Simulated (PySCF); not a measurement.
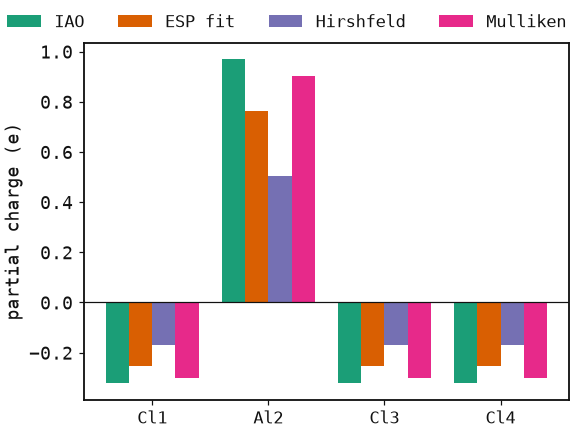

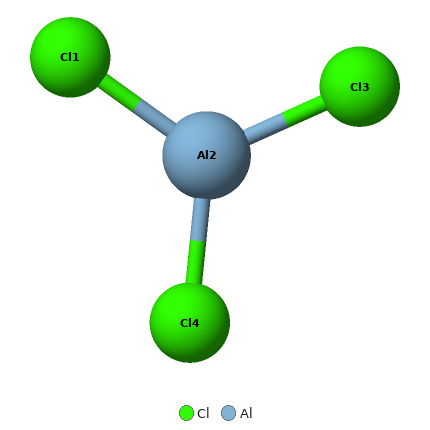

Atomic charges of AlCl₃ (aluminum chloride), SMILES [Cl][Al]([Cl])[Cl], singlet by 4 schemes, PBE0/pcSseg-1 with PySCF, at a GFN2-xTB geometry (no frequency check).

On which atom do the schemes disagree most?

On Al2: IAO 0.97, ESP fit 0.76, Hirshfeld 0.51, Mulliken 0.90 e.

Which atom is the most negative in each scheme?

IAO: Cl4 (−0.32 e), Cl1 (−0.32 e) and Cl3 (−0.32 e); ESP fit: Cl3 (−0.26 e), Cl1 (−0.25 e) and Cl4 (−0.25 e); Hirshfeld: Cl4 (−0.17 e), Cl1 (−0.17 e) and Cl3 (−0.17 e); Mulliken: Cl4 (−0.30 e), Cl3 (−0.30 e) and Cl1 (−0.30 e).

Note: the tight-binding geometry is rougher than a DFT one and adds to the error.
